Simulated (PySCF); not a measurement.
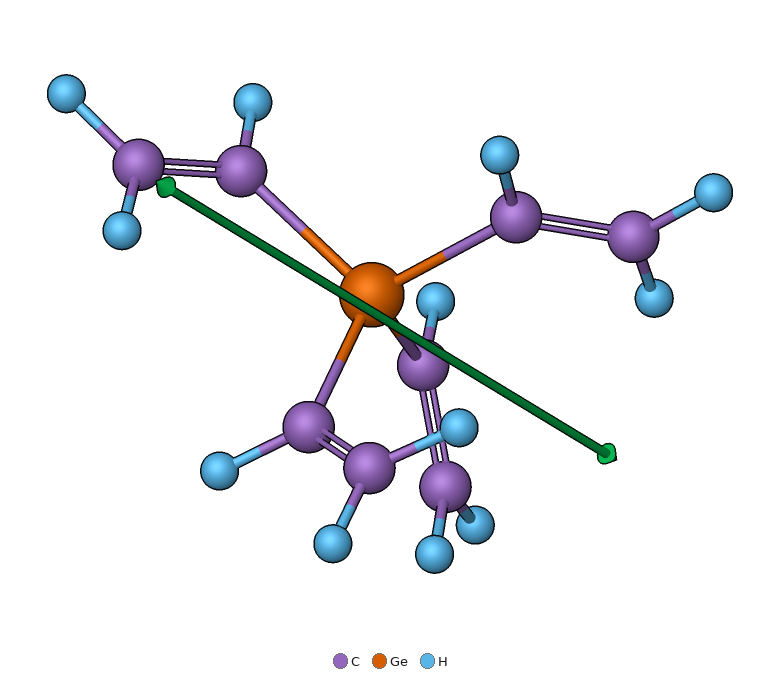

The double arrow shows the direction of the transition dipole to excited singlet state 5 (its length means nothing). The geometry was computed by an optimisation with PBE0-D3(BJ)/def2-SVP. No frequency run is at hand to confirm it as a minimum. Method: TDDFT CAM-B3LYP/def2-SVPD, vertical, gas phase, core orbitals frozen in the response (PySCF 2.14.0).

**Where does the transition lie, and how strong is it?**

6.99 eV (177 nm), oscillator strength 0.31, of mixed character, with the largest part HOMO → LUMO+1 (weight 0.27); transition dipole 3.40 D.
